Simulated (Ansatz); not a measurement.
**CBr2F2 (dibromodifluoromethane) at CAM-B3LYP/cc-pVDZ**

What is the energy change on altering one bond length of CBr2F2 (dibromodifluoromethane) at CAM-B3LYP/cc-pVDZ? 

The calculation is run with Ansatz 0.2.0.

57 further runs of the same task are left out: 57 set aside as unsound or not needed.

## (1) The structure to begin with

CBr2F2 has 5 atoms, charge 0, and is taken as a singlet. SMILES: `FC(F)(Br)Br`. Geometry: relaxed at PBE0-D4/def2-TZVP.

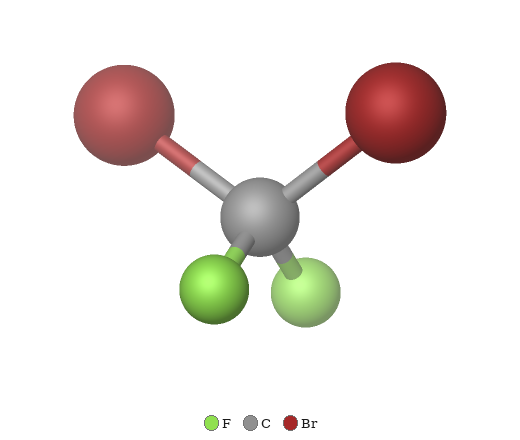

The structure, seen from a chosen angle (fluorine green, carbon grey, bromine red).

## (2) The energy at CAM-B3LYP/cc-pVDZ

The input, input.yaml:

```yaml
crystal:
  periodic: [false, false, false]
  atoms:
    - {symbol: F, position_ang: [-0.970400, -0.113400, 0.986300]}
    - {symbol: C, position_ang: [0.004800, -0.087600, 0.090900]}
    - {symbol: F, position_ang: [0.914800, -0.981400, 0.446600]}
    - {symbol: Br, position_ang: [-0.709300, -0.561200, -1.642100]}
    - {symbol: Br, position_ang: [0.810000, 1.669900, 0.077000]}
basis:
  gaussian: {orbitals: cc-pVDZ}
hamiltonian: {xc: {name: CAM-B3LYP}}
accuracy: high
output: {orbitals: {seedname: orbitals}}
```

Started as:

```sh
$ ansatz run input.yaml --threads 1 --pin off --max-ram 3480MiB --events-out events.jsonl --progress --plain --runs-dir runs
```

Standard output:

```text
Warning: RAYON_NUM_THREADS=1 ignored (pool sized by the plan → 1); use --threads N
Functional definition: CAM-B3LYP
  name "CAM-B3LYP"
  parameter alpha = 0.19
  parameter beta = 0.46
  parameter omega = 0.33/bohr
  parameter ac = 0.81
  exchange = (1 - alpha - beta)*b88_x + beta*b88_x_sr(omega) + alpha*exact_x + beta*exact_x_lr(omega)
  correlation = (1 - ac)*vwn5_c + ac*lyp_c
2003 factors; integrals over basis functions are off by at most 4.6e-9 eV
337 factors; integrals over basis functions are off by at most 1.5e-9 eV
mean field evaluation 1: about -146563.8371 eV, gradient 3.8e1 eV
mean field evaluation 2: about -146561.4974 eV, gradient 5.5e1 eV
mean field evaluation 4: about -146566.4525 eV, gradient 1.0e0 eV
mean field evaluation 8: about -146566.5840 eV, gradient 6.1e-3 eV
mean field evaluation 16: about -146566.5840 eV, gradient 2.6e-6 eV
mean field -146566.58400181 eV, -5386.2226156676 hartree, gradient 7.9e-8 eV, S^2 0.000000; 0 other end points of the search recorded, 0 dependent functions left out
reference -146566.58401746 eV, -5386.2226162427 hartree; 47, 47 occupied and 49, 49 virtual orbitals, 2003 factors
Total energy: -146566.58401746 eV, -5386.2226162427 hartree
```

Wall time 8.7 s (1 thread of AMD EPYC 9R14 (Zen 4), shared host); peak memory 0.49 GiB.

## (3) The distorted shape at the same level

The input, input.yaml:

```yaml
crystal:
  periodic: [false, false, false]
  atoms:
    - symbol: F
      position_ang: [-1.211965, -0.640661, 0.990470]
    - symbol: C
      position_ang: [-0.236765, -0.614861, 0.095070]
    - symbol: F
      position_ang: [0.673235, -1.508661, 0.450770]
    - symbol: Br
      position_ang: [-0.950865, -1.088461, -1.637930]
    - symbol: Br
      position_ang: [0.810000, 1.669900, 0.077000]
basis:
  gaussian:
    orbitals: cc-pVDZ
output: {orbitals: {seedname: orbitals}}
magnetization:
  spin_polarized: false
accuracy: high
hamiltonian:
  xc: {name: CAM-B3LYP}
```

Started as:

```sh
$ ansatz run input.yaml --threads 1 --pin off --max-ram 3480MiB --events-out events.jsonl --progress --plain --runs-dir runs
```

Standard output, shortened:

```text
Warning: RAYON_NUM_THREADS=1 ignored (pool sized by the plan → 1); use --threads N
Functional definition: CAM-B3LYP
  name "CAM-B3LYP"
[...]
1970 factors; integrals over basis functions are off by at most 4.6e-9 eV
347 factors; integrals over basis functions are off by at most 1.4e-9 eV
[...]
mean field -146565.30665267 eV, -5386.1756739525 hartree, gradient 7.2e-9 eV, S^2 0.000000; 0 other end points of the search recorded, 0 dependent functions left out
reference -146565.30666905 eV, -5386.1756745547 hartree; 47, 47 occupied and 49, 49 virtual orbitals, 1970 factors
Total energy: -146565.30666905 eV, -5386.1756745547 hartree
```

It took 9.3 s on 1 thread of AMD EPYC 9R14 (Zen 4), shared host; peak memory 0.48 GiB.

## (4) Results

Level: CAM-B3LYP/cc-pVDZ.

```
                                                          quantity           value
                                         first shape: total energy  -5386.22262 Eh
                                          first shape: HOMO energy        -9.75 eV
                                          first shape: LUMO energy        -0.28 eV
                                        first shape: HOMO–LUMO gap         9.46 eV
                                     distorted shape: total energy  -5386.17567 Eh
                                      distorted shape: HOMO energy        -9.48 eV
                                      distorted shape: LUMO energy        -3.03 eV
                                    distorted shape: HOMO–LUMO gap         6.45 eV
energy change with the C2–Br5 bond stretched from 1.933 to 2.513 Å        1.277 eV
```

What this shows: With the C2–Br5 bond stretched from 1.933 to 2.513 Å the energy rises by 1.28 eV (123 kJ/mol). The first shape isn't relaxed at this level, so the change isn't measured from a minimum.
